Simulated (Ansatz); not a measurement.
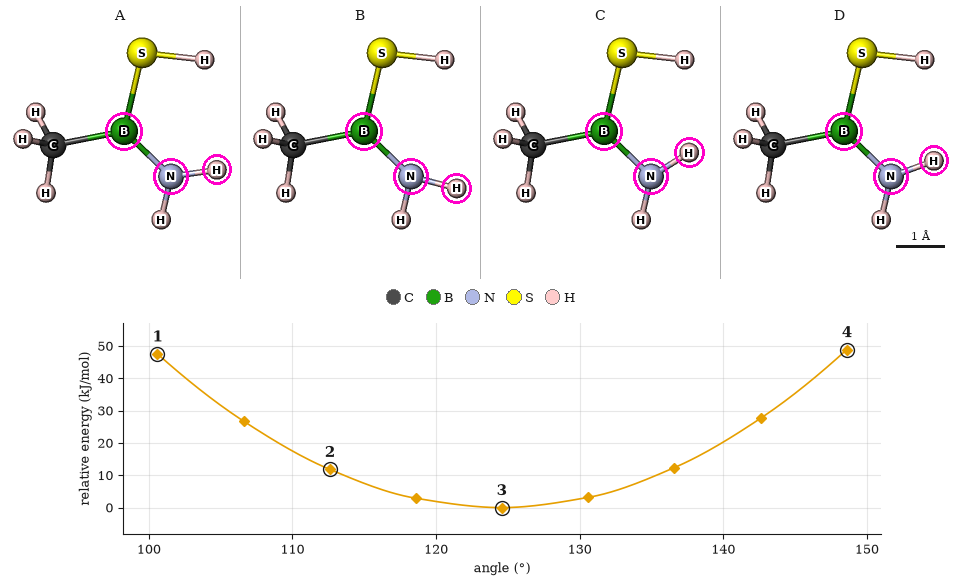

CH₆BNS: one H–N–B angle is varied, with the rest of the molecule carried along rigidly. The frames are shuffled; the numbered points of the plot belong to them. A ball-and-stick model, seen onto the plane of the angle, with a slight tilt. The ringed atoms are those of the scanned coordinate.

Single-point energies from Ansatz with wB97M-V in the def2-TZVPP basis, on geometries moved rigidly from the minimum at PBE0-D4/def2-TZVP. Energies are counted from the PBE0-D4/def2-TZVP minimum geometry at the same level.

> Which frame belongs to which numbered point?

Point 1 is frame C (the angle 100.6°, 47.6 kJ/mol); 2 is frame D (the angle 112.6°, 11.8 kJ/mol); 3 is frame A (the angle 124.6°, 0.0 kJ/mol); 4 is frame B (the angle 148.6°, 48.9 kJ/mol). The lowest computed point lies at the angle 124.6° (0.0 kJ/mol). The end points stand at 47.6 kJ/mol (100.6°) and 48.9 kJ/mol (148.6°). The curvature at the lowest point is about 5.7 eV/rad².
